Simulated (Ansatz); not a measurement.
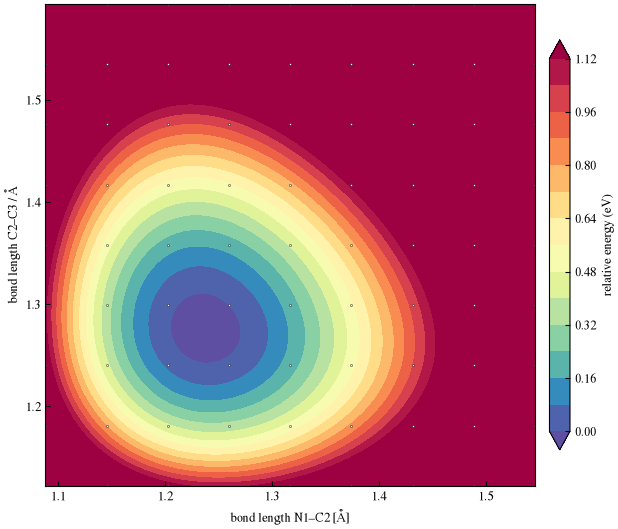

C₂HNSe, SMILES N=C=C=[Se]. 
- First axis: bond length N1–C2. Second axis: bond length C2–C3.
- Nothing is relaxed (all other coordinates rigid).
- The scan uses a 9 × 9 grid.
- Points are written as (first, second).
- All energies are given in eV relative to the lowest grid point.
- Theory: RKS PBE0-D4/def2-TZVP (Ansatz 0.2.0).

The picture shows filled contours, dots at the grid points, one colour for all values above the top of the scale. Between grid points the surface is interpolated.

Estimate the position of the minimum and the force constants in these coordinates.

The interpolated minimum is at bond length N1–C2 ≈ 1.237 Å, bond length C2–C3 ≈ 1.276 Å. The curvatures there are about 77 eV/Å² and 71 eV/Å², with a cross term of about 6 eV/Å². Round the minimum the two coordinates are weakly coupled (coupling 0.08 in units of the two stiffnesses).
